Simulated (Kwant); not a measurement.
System: Aharonov-Bohm ring in a Ge (holes) two-dimensional gas. Effective mass 0.06 mₑ, grid spacing 17 nm, hard walls, nominal width 200 nm (11 grid rows, so walls 204 nm apart), one parabolic valley, scattering region 1400 nm long along x; energies count from the band bottom; Fermi energy 0.000821 eV. Ring of mean radius 420 nm, arms as wide as the leads. Perpendicular field swept from 0 to 0.03 T, none in the leads; orbital effect alone.

The device is made up for the run: typed textbook-type constants, with dimensions and the other settings drawn at random.

Kwant, effective-mass tight-binding model on a square grid, one spin, coherent transport at 0 K. Conductance is in e²/h.

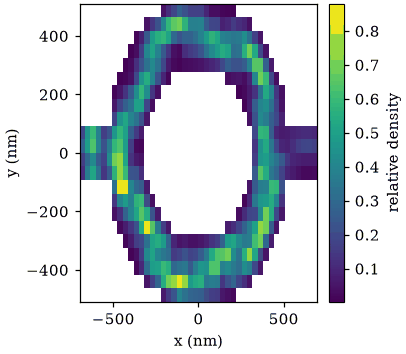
*Density of the scattering states that come in from the left lead, at field = 0.022584 T, in bins, relative to the largest site value*

The conductance there is 0.93 e²/h with 2 open channel(s) in the leads.
